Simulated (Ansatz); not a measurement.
# CH3ClFMoNO: geometry and vibrations

What shape does CH3ClFMoNO take? The plan is to relax it, check the end point by its vibrations and derive ideal-gas thermochemistry, and look at its orbitals and charge.

Method: RKS PBE0-D4/def2-TZVP; program: Ansatz 0.2.0, Gaussian basis.

Plan: relaxation at PBE-D4/def2-SVP; relaxation at PBE0-D4/def2-TZVP; harmonic vibrations at the same level; a single point in def2-TZVPP for the fields.

### 1 Starting geometry

SMILES `C[N]=[Mo](=[O])([F])[Cl]`, 9 atoms, charge 0, spin multiplicity 1.

Atoms are counted from 1 here; the program's logs count them from 0.

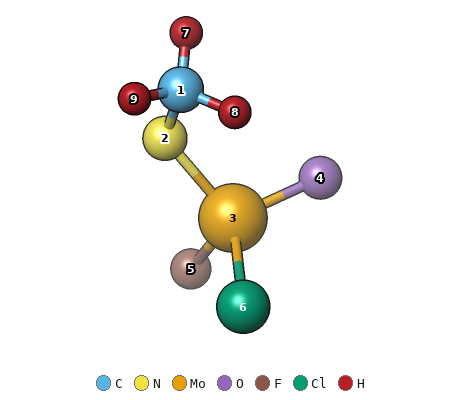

The starting geometry (carbon blue, nitrogen yellow, molybdenum amber, oxygen purple, fluorine brown, chlorine teal, hydrogen red); atoms are numbered from 1 in the order of the file.

The start is a force-field geometry with small random shifts, so a cheaper pass at PBE-D4/def2-SVP comes first. Mo takes the def2 core potential; no spin-orbit term is included.

### 2 Optimising with PBE-D4/def2-SVP (cheap first pass)

The input, in.yaml:

```yaml
crystal:
  periodic: [false, false, false]
  atoms:
    - {symbol: C, position_ang: [0.029900, -1.117700, 1.100200]}
    - {symbol: N, position_ang: [0.844700, -0.134600, 0.435600]}
    - {symbol: Mo, position_ang: [0.162400, 0.919200, -1.031200]}
    - {symbol: O, position_ang: [-0.267300, -0.168100, -2.366600]}
    - {symbol: F, position_ang: [1.642200, 2.106600, -1.690600]}
    - {symbol: Cl, position_ang: [-1.667000, 2.256900, -0.272800]}
    - {symbol: H, position_ang: [0.434600, -2.090600, 1.001100]}
    - {symbol: H, position_ang: [-0.981000, -1.029200, 0.604100]}
    - {symbol: H, position_ang: [-0.109900, -0.788800, 2.203000]}
basis:
  gaussian: {orbitals: def2-SVP}
hamiltonian: {xc: pbe, dispersion: d4}
relax: {f_tol: 0.03, max_steps: 200}
```

Started as:

```
$ ansatz run in.yaml --threads 8 --pin off --events-out ev --progress --plain --max-ram 18278MiB
```

What it wrote (excerpt; [...] marks lines left out):

```text
Functional definition: PBE
  name "PBE"
  cite "Perdew, Burke & Ernzerhof, Phys. Rev. Lett. 77, 3865 (1996) doi:10.1103/PhysRevLett.77.3865"
  parent pbe
[...]
1293 factors; their error is unknown
[...]
mean field -21700.12059829 eV, -797.4647231171 hartree, gradient 3.6e-5 eV, S^2 0.000000; 0 other end points of the search recorded, 0 dependent functions left out
[...]
reference -21700.12066769 eV, -797.4647256675 hartree; 32, 32 occupied and 88, 88 virtual orbitals, 1293 factors
relax step   1: F+E_penalty+E_count = -21700.36755704 eV  Δ(F+E_penalty+E_count) = +0.000e0 eV  max|allowed force component| = 3.528e0 eV/Å  Δτ_max = 0.0000 Å  (38 SCF iters, accepted)
[...]
relax step   5: F+E_penalty+E_count = -21702.09603492 eV  Δ(F+E_penalty+E_count) = -7.385e-2 eV  max|allowed force component| = 9.043e-1 eV/Å  Δτ_max = 0.1949 Å  (41 SCF iters, accepted)
[...]
relax step   9: F+E_penalty+E_count = -21702.16681070 eV  Δ(F+E_penalty+E_count) = -2.685e-3 eV  max|allowed force component| = 3.407e-1 eV/Å  Δτ_max = 0.0941 Å  (34 SCF iters, accepted)
[...]
relax step  13: F+E_penalty+E_count = -21702.17651519 eV  Δ(F+E_penalty+E_count) = +1.574e-3 eV  max|allowed force component| = 2.216e-1 eV/Å  Δτ_max = 0.1147 Å  (34 SCF iters, rejected (line search))
[...]
relax step  16: F+E_penalty+E_count = -21702.17905324 eV  Δ(F+E_penalty+E_count) = -3.401e-4 eV  max|allowed force component| = 9.853e-2 eV/Å  Δτ_max = 0.0872 Å  (32 SCF iters, accepted)
[...]
relax step  17: F+E_penalty+E_count = -21702.17953154 eV  Δ(F+E_penalty+E_count) = -4.783e-4 eV  max|allowed force component| = 2.528e-2 eV/Å  Δτ_max = 0.0192 Å  (35 SCF iters, accepted)
1293 factors; their error is unknown
[...]
mean field -21701.92638836 eV, -797.5310846780 hartree, gradient 2.6e-5 eV, S^2 0.000000; 1 other end points of the search recorded, 0 dependent functions left out
[...]
reference -21701.92645651 eV, -797.5310871825 hartree; 32, 32 occupied and 88, 88 virtual orbitals, 1293 factors
Total energy: -21702.17959969 eV, -797.5403900229 hartree
Atom 0 at     0.058907    -1.149740     1.075038 Å, force     0.001696    -0.015637     0.025281 eV/Å
Atom 1 at     0.263038     0.066584     0.367737 Å, force     0.007281     0.001304    -0.017394 eV/Å
Atom 2 at     0.051303     1.053945    -1.043276 Å, force    -0.011761    -0.004984     0.009071 eV/Å
Atom 3 at    -0.772854     0.083858    -2.157487 Å, force     0.005806     0.003313     0.002809 eV/Å
Atom 4 at     1.747698     1.523165    -1.671668 Å, force    -0.002741    -0.000667     0.001616 eV/Å
Atom 5 at    -1.278144     2.817025    -0.426901 Å, force     0.003464     0.001361    -0.002100 eV/Å
Atom 6 at     1.036634    -1.600639     1.356765 Å, force    -0.023716     0.010667    -0.006190 eV/Å
Atom 7 at    -0.514654    -1.887617     0.467100 Å, force     0.009456     0.010691     0.009595 eV/Å
Atom 8 at    -0.503327    -0.952880     2.015492 Å, force     0.010516    -0.006048    -0.022689 eV/Å
Dipole moment:     0.034469    -0.384774     0.446767 e Å
```

Run time: 20 s. Hardware: 8 threads of Arm Neoverse V1, shared host.

Relaxation path: (the energy doesn't fall at every step)

| step | energy from step 1 (eV) | largest force component (eV/Å) |
| --- | --- | --- |
| 1 | 0.0000 | 3.5277 |
| 2 | -1.3796 | 1.7002 |
| 3 | -1.5608 | 0.7504 |
| 4 | -1.6546 | 1.1713 |
| 5 | -1.7285 | 0.9043 |
| 6 | -1.7732 | 0.5791 |
| 7 | -1.7904 | 0.0922 |
| 8 | -1.7966 | 0.2177 |
| 9 | -1.7993 | 0.3407 |
| 10 | -1.8039 | 0.1826 |
| 11 | -1.8090 | 0.0628 |
| 12 | -1.8105 | 0.0562 |
| 13 | -1.8090 | 0.2216 |
| 14 | -1.8090 | 0.2115 |
| 15 | -1.8112 | 0.0251 |
| 16 | -1.8115 | 0.0985 |
| 17 | -1.8120 | 0.0253 |

The force was under the threshold of 0.03 eV/Å already at step 15, but the program went on to step 17.

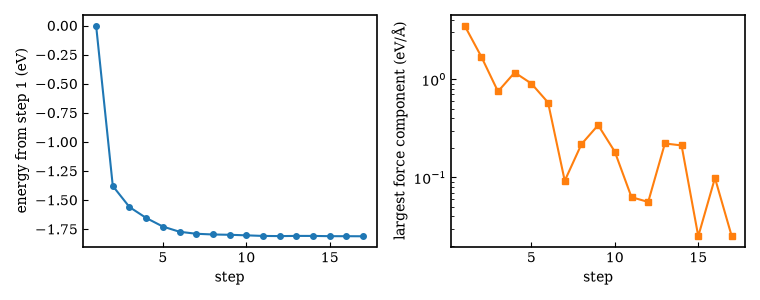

Energy and largest force along the relaxation.

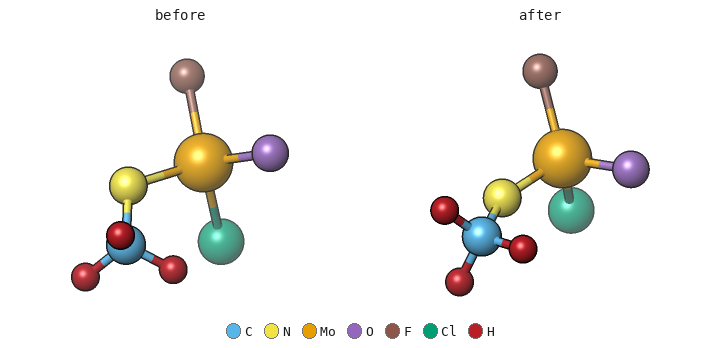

Before and after, at one scale.

Distances of close pairs at the start and the end, largest changes first:

| bond | before (Å) | after (Å) | change (Å) |
| --- | --- | --- | --- |
| N2–Mo3 | 1.931 | 1.735 | -0.196 |
| Mo3–F5 | 2.009 | 1.869 | -0.140 |
| Mo3–Cl6 | 2.390 | 2.293 | -0.097 |
| Mo3–O4 | 1.775 | 1.692 | -0.083 |
| C1–H7 | 1.058 | 1.113 | +0.055 |
| C1–H9 | 1.159 | 1.113 | -0.046 |
| C1–N2 | 1.439 | 1.422 | -0.018 |
| C1–H8 | 1.130 | 1.115 | -0.015 |

### 3 Relaxation at PBE0-D4/def2-TZVP

The input, in.yaml:

```yaml
crystal:
  periodic: [false, false, false]
  atoms:
    - {symbol: C, position_ang: [0.058907, -1.149740, 1.075038]}
    - {symbol: N, position_ang: [0.263038, 0.066584, 0.367737]}
    - {symbol: Mo, position_ang: [0.051303, 1.053945, -1.043276]}
    - {symbol: O, position_ang: [-0.772854, 0.083858, -2.157487]}
    - {symbol: F, position_ang: [1.747698, 1.523165, -1.671668]}
    - {symbol: Cl, position_ang: [-1.278144, 2.817025, -0.426901]}
    - {symbol: H, position_ang: [1.036634, -1.600639, 1.356765]}
    - {symbol: H, position_ang: [-0.514654, -1.887617, 0.467100]}
    - {symbol: H, position_ang: [-0.503327, -0.952880, 2.015492]}
basis:
  gaussian: {orbitals: def2-TZVP}
hamiltonian: {xc: pbe0, dispersion: d4}
relax: {f_tol: 0.005, max_steps: 150}
```

Launched as before.

What it wrote (excerpt; [...] marks lines left out):

```text
Functional definition: PBE0
  name "PBE0"
  cite "Adamo & Barone, J. Chem. Phys. 110, 6158 (1999) doi:10.1063/1.478522"
  cite "Perdew, Burke & Ernzerhof, Phys. Rev. Lett. 77, 3865 (1996) doi:10.1103/PhysRevLett.77.3865"
  parent pbe
[...]
1420 factors; their error is unknown
[...]
mean field -21714.34247226 eV, -797.9873673455 hartree, gradient 2.1e-5 eV, S^2 0.000000; 0 other end points of the search recorded, 0 dependent functions left out
[...]
reference -21714.34251592 eV, -797.9873689502 hartree; 32, 32 occupied and 187, 187 virtual orbitals, 1420 factors
relax step   1: F+E_penalty+E_count = -21714.55896469 eV  Δ(F+E_penalty+E_count) = +0.000e0 eV  max|allowed force component| = 1.166e0 eV/Å  Δτ_max = 0.0000 Å  (36 SCF iters, accepted)
[...]
Total energy: -21714.62051099 eV, -797.9975850806 hartree
Atom 0 at     0.058066    -1.145655     1.066968 Å, force    -0.000657     0.001283     0.000275 eV/Å
Atom 1 at     0.268952     0.066185     0.361527 Å, force    -0.000329    -0.000642    -0.001518 eV/Å
Atom 2 at     0.047722     1.035639    -1.031197 Å, force    -0.000639    -0.002387    -0.000962 eV/Å
Atom 3 at    -0.777082     0.080911    -2.122732 Å, force     0.000989     0.000922     0.001713 eV/Å
Atom 4 at     1.723198     1.514346    -1.668539 Å, force     0.000478     0.000316     0.000067 eV/Å
Atom 5 at    -1.246703     2.790464    -0.414213 Å, force    -0.000339     0.000964     0.000436 eV/Å
Atom 6 at     1.020037    -1.572850     1.365508 Å, force    -0.000525     0.000407    -0.000185 eV/Å
Atom 7 at    -0.485133    -1.871779     0.451568 Å, force     0.000541     0.000213     0.000997 eV/Å
Atom 8 at    -0.520455    -0.943562     1.973910 Å, force     0.000481    -0.001076    -0.000823 eV/Å
Dipole moment:     0.013294    -0.409786     0.475097 e Å
```

Run time: 24 s. Hardware: 8 threads of Arm Neoverse V1, shared host; peak memory 0.6 GiB.

Relaxation path:

| step | energy from step 1 (eV) | largest force component (eV/Å) |
| --- | --- | --- |
| 1 | 0.0000 | 1.1662 |
| 2 | -0.0588 | 0.1847 |
| 3 | -0.0613 | 0.0434 |
| 4 | -0.0614 | 0.0196 |
| 5 | -0.0614 | 0.0163 |
| 6 | -0.0615 | 0.0070 |
| 7 | -0.0615 | 0.0025 |
| 8 | -0.0615 | 0.0024 |

The force was under the threshold of 0.005 eV/Å already at step 7, but the program went on to step 8.

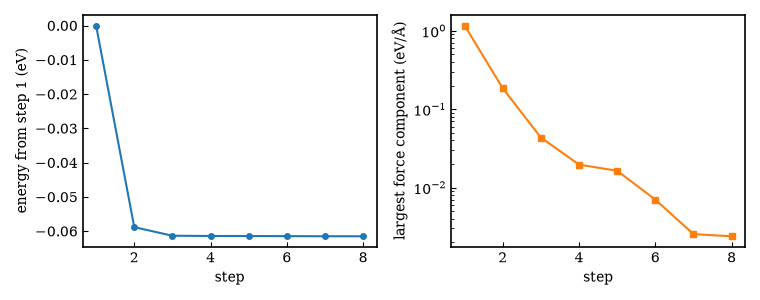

Energy and force, step by step.

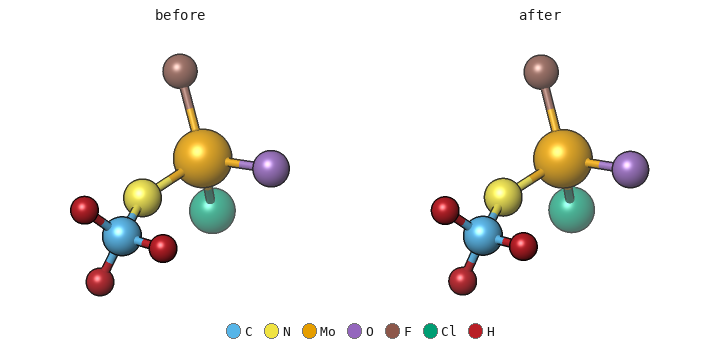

Before and after, at one scale.

Distances of close pairs at the start and the end, largest changes first:

| bond | before (Å) | after (Å) | change (Å) |
| --- | --- | --- | --- |
| Mo3–Cl6 | 2.293 | 2.266 | -0.026 |
| N2–Mo3 | 1.735 | 1.711 | -0.024 |
| Mo3–O4 | 1.692 | 1.668 | -0.023 |
| C1–H8 | 1.115 | 1.096 | -0.019 |
| C1–H7 | 1.113 | 1.094 | -0.019 |
| C1–H9 | 1.113 | 1.095 | -0.019 |
| Mo3–F5 | 1.869 | 1.855 | -0.013 |
| C1–N2 | 1.422 | 1.418 | -0.004 |

Mulliken charges at the end point, from the run's report:

| atom | value (e) |
| --- | --- |
| C1 | -0.27 |
| N2 | -0.46 |
| Mo3 | 1.62 |
| O4 | -0.52 |
| F5 | -0.47 |
| Cl6 | -0.37 |
| H7 | 0.16 |
| H8 | 0.15 |
| H9 | 0.16 |

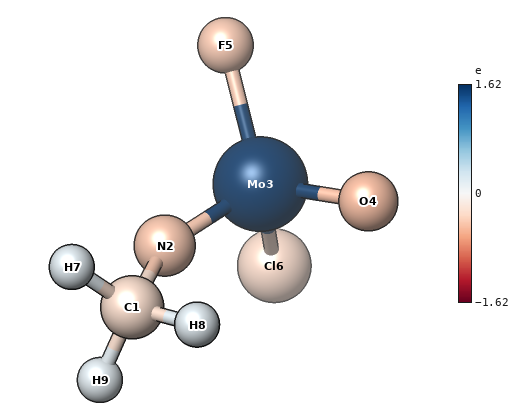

Mulliken charges at the end point, from the run's report, as colours on the atoms.

### 4 Force constants and modes

The input, in.yaml:

```yaml
crystal:
  periodic: [false, false, false]
  atoms:
    - {symbol: C, position_ang: [0.058066, -1.145655, 1.066968]}
    - {symbol: N, position_ang: [0.268952, 0.066185, 0.361527]}
    - {symbol: Mo, position_ang: [0.047722, 1.035639, -1.031197]}
    - {symbol: O, position_ang: [-0.777082, 0.080911, -2.122732]}
    - {symbol: F, position_ang: [1.723198, 1.514346, -1.668539]}
    - {symbol: Cl, position_ang: [-1.246703, 2.790464, -0.414213]}
    - {symbol: H, position_ang: [1.020037, -1.572850, 1.365508]}
    - {symbol: H, position_ang: [-0.485133, -1.871779, 0.451568]}
    - {symbol: H, position_ang: [-0.520455, -0.943562, 1.973910]}
basis:
  gaussian: {orbitals: def2-TZVP}
hamiltonian: {xc: pbe0, dispersion: d4}
phonons: {temperatures: {t_min: 298.15, t_max: 900, t_step: 200}}
```

Same command.

What it wrote (excerpt; [...] marks lines left out):

```text
Functional definition: PBE0
  name "PBE0"
  cite "Adamo & Barone, J. Chem. Phys. 110, 6158 (1999) doi:10.1063/1.478522"
  cite "Perdew, Burke & Ernzerhof, Phys. Rev. Lett. 77, 3865 (1996) doi:10.1103/PhysRevLett.77.3865"
  parent pbe
[...]
1420 factors; their error is unknown
[...]
mean field -21714.40117091 eV, -797.9895244810 hartree, gradient 4.1e-5 eV, S^2 0.000000; 0 other end points of the search recorded, 0 dependent functions left out
[...]
reference -21714.40121441 eV, -797.9895260797 hartree; 32, 32 occupied and 187, 187 virtual orbitals, 1420 factors
[...]
1420 factors; their error is unknown
mean field -21714.40100436 eV, -797.9895183605 hartree, gradient 1.4e-6 eV, S^2 0.000000; 0 other end points of the search recorded, 0 dependent functions left out
[...]
reference -21714.40104786 eV, -797.9895199593 hartree; 32, 32 occupied and 187, 187 virtual orbitals, 1420 factors
[...]
Atom 1 at     0.268952     0.066185     0.361527 Å, force    -0.000330    -0.000642    -0.001512 eV/Å
Atom 2 at     0.047722     1.035639    -1.031197 Å, force    -0.000667    -0.002357    -0.000989 eV/Å
Atom 3 at    -0.777082     0.080911    -2.122732 Å, force     0.001000     0.000921     0.001721 eV/Å
Atom 4 at     1.723198     1.514346    -1.668539 Å, force     0.000477     0.000317     0.000073 eV/Å
Atom 5 at    -1.246703     2.790464    -0.414213 Å, force    -0.000315     0.000939     0.000437 eV/Å
Atom 6 at     1.020037    -1.572850     1.365508 Å, force    -0.000508     0.000402    -0.000184 eV/Å
Atom 7 at    -0.485133    -1.871779     0.451568 Å, force     0.000547     0.000209     0.001009 eV/Å
Atom 8 at    -0.520455    -0.943562     1.973910 Å, force     0.000478    -0.001077    -0.000815 eV/Å
Dipole moment:     0.013295    -0.409786     0.475097 e Å
Vibrations: 97.87 110.88 112.68 149.32 201.72 241.11 345.08 392.73 455.51 689.18 706.35 1046.17 1092.79 1104.02 1336.23 1427.73 1458.88 1461.95 3018.24 3094.99 3105.24 cm⁻¹, zero-point energy 1.342046 eV
```

It took 1.7 min on 8 threads of Arm Neoverse V1, shared host; peak memory 0.61 GiB.

Motions are named by where the mode's potential energy lies. The modes, unscaled (a negative number is an imaginary wavenumber):

| mode | cm⁻¹ | motion |
| --- | --- | --- |
| 1 | 98 | bend with torsion |
| 2 | 111 | torsion |
| 3 | 113 | bend |
| 4 | 149 | bend |
| 5 | 202 | bend |
| 6 | 241 | bend |
| 7 | 345 | torsion with bend |
| 8 | 393 | bend |
| 9 | 456 | Mo–Cl stretch with bend |
| 10 | 689 | Mo–F stretch |
| 11 | 706 | Mo–N and Mo–F stretch |
| 12 | 1046 | Mo–O stretch |
| 13 | 1093 | bend |
| 14 | 1104 | bend |
| 15 | 1336 | C–N and Mo–N stretch |
| 16 | 1428 | bend |
| 17 | 1459 | bend |
| 18 | 1462 | bend |
| 19 | 3018 | C–H stretch |
| 20 | 3095 | C–H stretch |
| 21 | 3105 | C–H stretch |

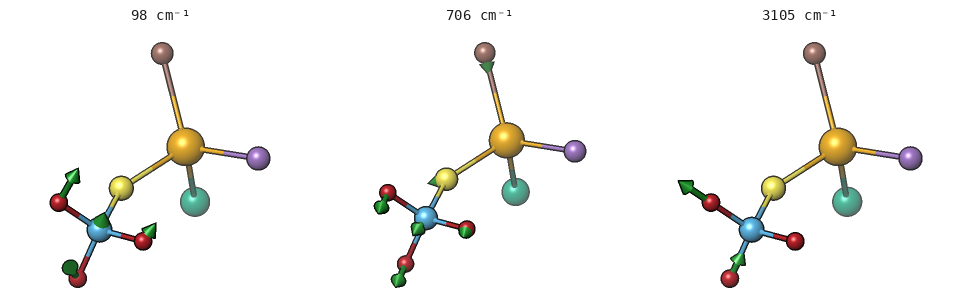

Displacements of 3 modes, as arrows.

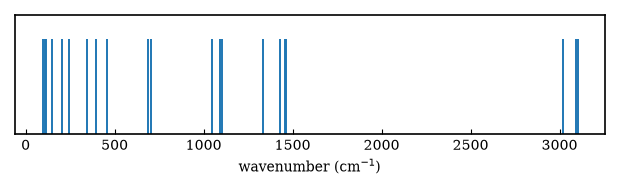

The harmonic wavenumbers as sticks (no intensities were computed).

Ideal gas, rigid rotor and harmonic oscillator at 298.15 K and 1 bar, with symmetry number 1:

| term | value |
| --- | --- |
| zero-point energy | 30.9 kcal/mol |
| H(298) − E | 36.5 kcal/mol |
| entropy, translation | 174.6 J/(mol K) |
| entropy, rotation | 119.8 J/(mol K) |
| entropy, vibration | 85.4 J/(mol K) |
| entropy, total | 379.8 J/(mol K) |

### 5 Fields at the relaxed geometry

in.yaml: that of step 4 with these lines changed.

```diff
@@ -13,4 +13,4 @@
 basis:
-  gaussian: {orbitals: def2-TZVP}
+  gaussian: {orbitals: def2-TZVPP}
 hamiltonian: {xc: pbe0, dispersion: d4}
-phonons: {temperatures: {t_min: 298.15, t_max: 900, t_step: 200}}
+output: {orbitals: {seedname: orbitals}}
```

Launched as before.

What it wrote:

```text
Functional definition: PBE0
  name "PBE0"
  cite "Adamo & Barone, J. Chem. Phys. 110, 6158 (1999) doi:10.1063/1.478522"
  cite "Perdew, Burke & Ernzerhof, Phys. Rev. Lett. 77, 3865 (1996) doi:10.1103/PhysRevLett.77.3865"
  parent pbe
  parameter a = 0.25
  parameter kappa = 0.804
  parameter beta = 0.06672455060314922
  exchange = (1 - a)*pbe_x(kappa = kappa, mu = beta*pi^2/3) + a*exact_x
  correlation = pbe_c(beta = beta)
1513 factors; their error is unknown
mean field evaluation 1: about -21695.7265 eV, gradient 1.0e2 eV
mean field evaluation 2: about -21479.8741 eV, gradient 3.4e2 eV
mean field evaluation 4: about -21710.2889 eV, gradient 4.9e1 eV
mean field evaluation 8: about -21714.5142 eV, gradient 8.8e-1 eV
mean field evaluation 16: about -21714.6355 eV, gradient 1.2e-3 eV
mean field -21714.63552807 eV, -797.9981369479 hartree, gradient 1.3e-5 eV, S^2 0.000000; 0 other end points of the search recorded, 0 dependent functions left out
reference -21714.63557490 eV, -797.9981386690 hartree; 32, 32 occupied and 232, 232 virtual orbitals, 1513 factors
Total energy: -21714.85487001 eV, -798.0061976157 hartree
```

Run time: 2.5 s. Hardware: 8 threads of Arm Neoverse V1, shared host; peak memory 0.72 GiB.

Orbitals, density, ELF and potential are computed afterwards from the orbital file.

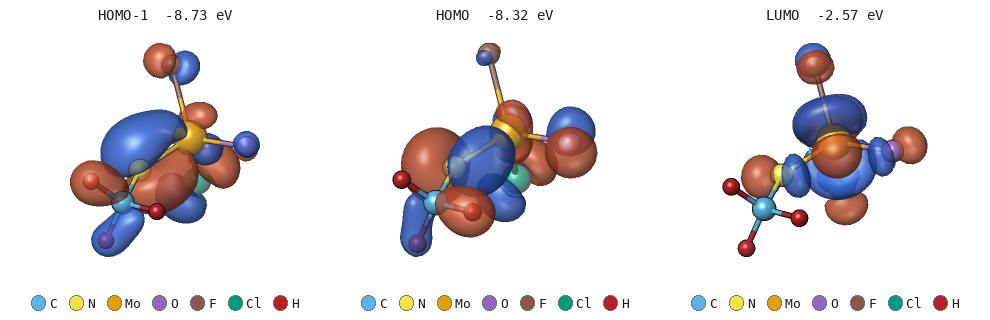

PBE0-D4/def2-TZVPP orbitals near the gap, drawn at the value that encloses 70 % of each; the two colours are the two signs.

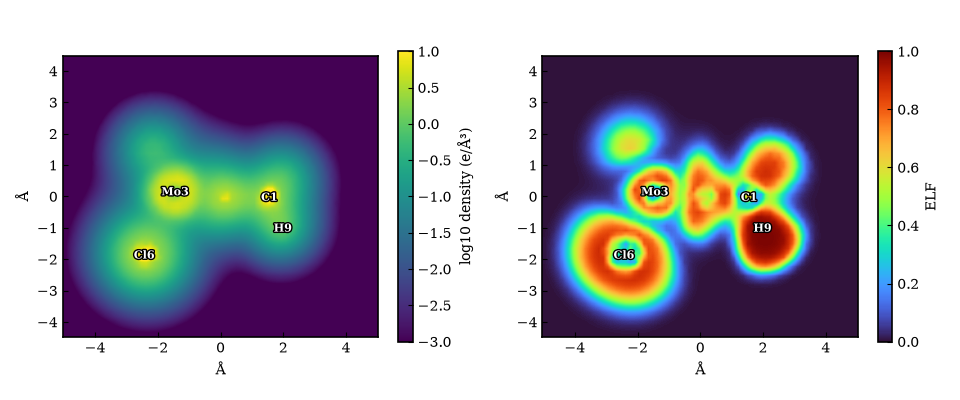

Density (left) and ELF (right) in a plane through or near 4 of the atoms.

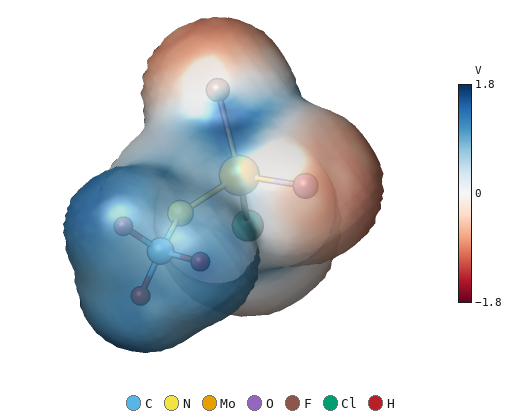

The potential that a unit positive charge feels on the 0.002 e/bohr³ surface, from -0.93 V near O4 to 1.80 V near Mo3.

### 6 Results

```
                  quantity            value
               point group               C1
                     steps           17 + 8
shift from the start (rms)          0.629 Å
              total energy   -21714.6205 eV
           dispersion term         -219 meV
             dipole moment           3.01 D
lowest, highest wavenumber    98, 3105 cm⁻¹
         zero-point energy    30.9 kcal/mol
       entropy at 298.15 K  379.8 J/(mol K)
                HOMO, LUMO  -8.32, -2.57 eV
```

What this shows: The atoms moved 0.63 Å (rms) from the start; the bond that changed most is N2–Mo3, from 1.931 to 1.711 Å. No mode is imaginary: a true minimum at this level. The stiffest mode, 3105 cm⁻¹, is a C–H stretch, and 4 modes under 200 cm⁻¹ make the vibrational entropy uncertain. Harmonic hybrid wavenumbers usually lie a few per cent above measured fundamentals. The largest Mulliken charge, +1.62 e, sits on Mo3. The HOMO lies mostly on N2 47 %; O4 16 % and the LUMO on Mo3 56 %; N2 12 %.
